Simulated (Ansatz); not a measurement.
Breaking the C2–H7 bond in C2H6Ge (SMILES C=[CH][GeH3]) (multiplicity 1 held, fragments rigid). Energies count from the point at 1.087 Å.
Geometry at that point (charge 0, multiplicity 1):
```xyz
9

Ge     0.66753    -0.22974    -0.11387
C     -1.03514     0.71644    -0.15288
C     -2.06173     0.40468     0.63060
H      0.97400    -0.84732    -1.49145
H      0.58655    -1.34383     0.94451
H      1.81430     0.73617     0.23969
H     -1.14131     1.53948    -0.85418
H     -3.00083     0.94726     0.59013
H     -2.01243    -0.40680     1.34893
```

R- and RO- levels are restricted; in cc, def2 and unpolarised 6-31G sets they are followed outwards from rest. Unrestricted levels (U-) break spin symmetry where that is lower. Active spaces are followed from a long bond inwards. Left out are points that failed, MP2 points in a non-variational dive below the minimum, coupled-cluster points behind a sign of a changed root (a jump of the amplitudes, or a one-step jump against full CI or MRCI), small-basis points behind a change of solution, and semi-empirical points at long bonds. Curves can end on different states.

Frozen-core correlation. Filled d and f shells under p-block atoms count as core.

The values were computed with Ansatz (Gaussian orbitals). Each number belongs to the level named beside it.

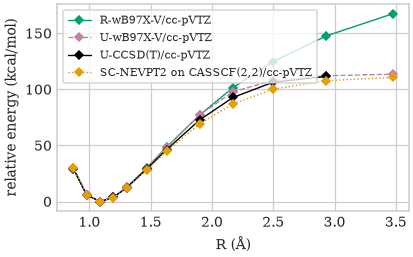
*Relative energy along the coordinate*

Doubts at one or more of the structures used: a restricted determinant that unrestricted orbitals would lower (R-wB97X-V/cc-pVTZ); a spin-contaminated determinant (U-wB97X-V/cc-pVTZ, U-CCSD(T)/cc-pVTZ); T1 above 0.05 (U-CCSD(T)/cc-pVTZ); the program's own flag: large difference (U-CCSD(T)/cc-pVTZ).

Ansatz is a program for electronic structure.
